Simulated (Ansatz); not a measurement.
| atom | x (Å) | y (Å) | z (Å) |
| --- | --- | --- | --- |
| B | -1.9938 | 1.0886 | 0.1658 |
| C | -1.0035 | 0.0242 | 0.6168 |
| C | 0.2173 | -0.2189 | 0.0835 |
| C | 0.8027 | 0.5374 | -1.0609 |
| C | 1.0967 | -1.2992 | 0.6207 |
| H | -3.0476 | 1.1995 | 0.7255 |
| H | -1.7642 | 1.8368 | -0.7411 |
| H | -1.2780 | -0.6225 | 1.4502 |
| H | 1.0332 | -0.1490 | -1.8827 |
| H | 1.7560 | 0.9866 | -0.7627 |
| H | 0.1434 | 1.3192 | -1.4283 |
| H | 2.0528 | -0.8821 | 0.9552 |
| H | 1.3387 | -2.0217 | -0.1663 |
| H | 0.6333 | -1.8281 | 1.4532 |

Geometry: PBE0-D4/def2-TZVP.

The calculation used RKS PBE0-D4/def2-TZVPP in Ansatz.

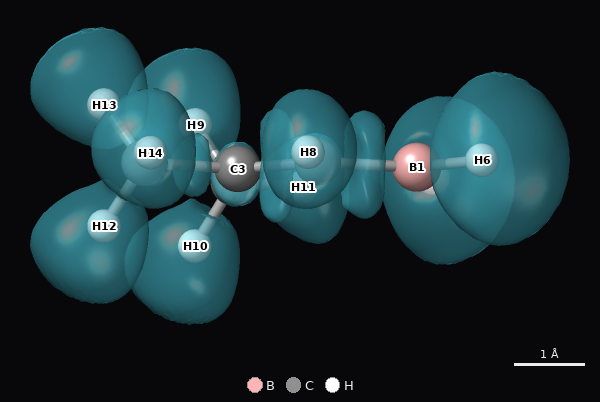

C4H9B. Isosurface of the electron localisation function at 0.85 (cyan), seen from one side. Only the valence region is drawn (cores and ρ < 0.01 e/Å³ removed).

Q: Describe the localisation domains.

A: The surface consists of one region between bonded B–C atoms (shared pairs), three regions between bonded C–C atoms (shared pairs) and nine regions around hydrogen nuclei. Profiles from the grid: C–C (1.35 Å): the ELF peaks at about 0.95 between the atoms, as expected for localised, covalent bonding. C–B (1.52 Å): the ELF peaks at about 0.95 between the atoms: a covalent bond.
